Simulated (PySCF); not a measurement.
```
atom    x (Å)    y (Å)    z (Å)
   C  -1.9764  -0.9302  -0.7530
   C  -0.4682  -0.7672  -0.8337
   C   0.0766   0.1845   0.2090
   O   1.4624   0.2809   0.0681
   C   2.0559   1.1391   0.9872
   H  -2.3453  -1.6250  -1.5217
   H  -2.4951   0.0310  -0.8999
   H  -2.2883  -1.3260   0.2272
   H  -0.1712  -0.3942  -1.8278
   H   0.0343  -1.7403  -0.7072
   H  -0.1887  -0.1738   1.2280
   H  -0.3982   1.1842   0.0981
   H   3.1386   1.1462   0.7977
   H   1.8859   0.8133   2.0337
   H   1.6775   2.1776   0.8943
```

Geometry: PBE0-D3(BJ)/def2-SVP.

Method: PySCF, PBE0/pcSseg-1, SCF density, gas phase, non-relativistic.

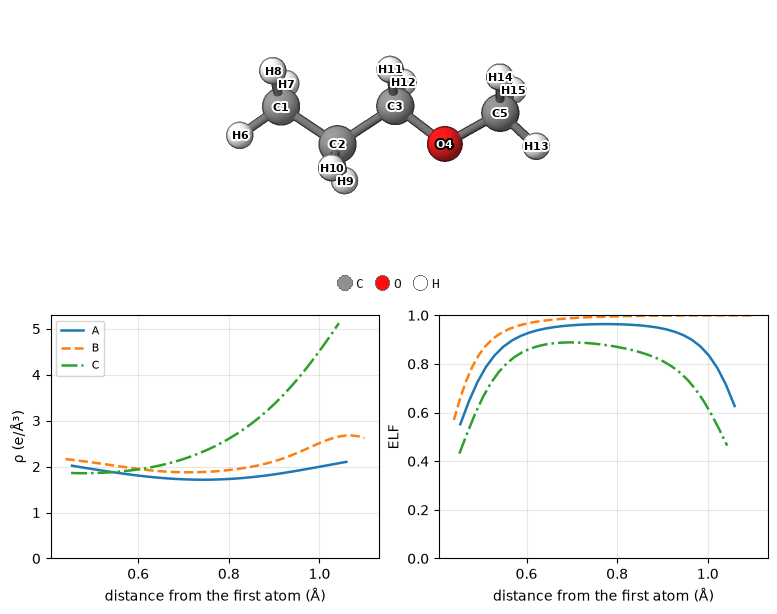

C4H10O (SMILES CCCOC). Total electron density and electron localisation function along straight lines between neighbouring atoms. The curves leave out the atomic cores. The structure is drawn too.

**Which curve belongs to which contact (C–C, C–H and C–O)? The first atom named is at distance zero.**

Curve A: C–C (1.51 Å): the density is about 1.7 e/Å³ at the midpoint; the ELF peaks at about 0.95 between the atoms (localised, covalent bonding). Curve B: C–H (1.10 Å): ρ is about 2 e/Å³ halfway; the ELF climbs to about 1 towards the hydrogen, as it does in any bond to H (a covalent bond by its length). Curve C: C–O (1.39 Å): ρ at the midpoint is about 2.2 e/Å³, with its minimum of 1.9 e/Å³ about 0.5 Å from C; the ELF peaks at about 0.90 between the atoms (a polar covalent bond).
